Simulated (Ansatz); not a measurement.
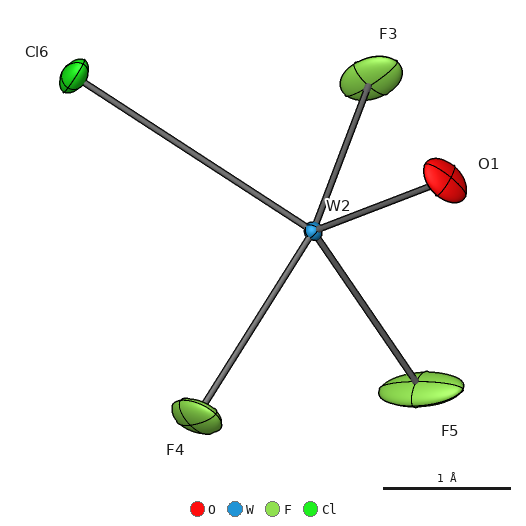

Displacement ellipsoids at the 50 % level, enlarged 1.5 times, from the internal vibrations of the free molecule (harmonic, no overall translation or rotation; no half-axis is drawn under 0.075 Å). The species is neutral and a spin singlet. Vibrations computed with RKS PBE0-D4/def2-TZVP, core potentials on W (Ansatz 0.2.0). Temperature: 400 K.

Which atom moves most?

F5, with U_eq = 0.0122 Å².

Give the displacement parameters, one line for each set of equivalent atoms.

```json
{"atom": "O1", "U_eq (Å²)": "0.0048", "rms amplitudes (Å)": "0.036, 0.069, 0.092"}
{"atom": "W2", "U_eq (Å²)": "0.00025", "rms amplitudes (Å)": "0.014, 0.016, 0.018"}
{"atom": "F3, F4", "U_eq (Å²)": "0.0083", "rms amplitudes (Å)": "0.040, 0.082, 0.128"}
{"atom": "F5", "U_eq (Å²)": "0.0122", "rms amplitudes (Å)": "0.040, 0.075, 0.172"}
{"atom": "Cl6", "U_eq (Å²)": "0.0042", "rms amplitudes (Å)": "0.042, 0.054, 0.090"}
```
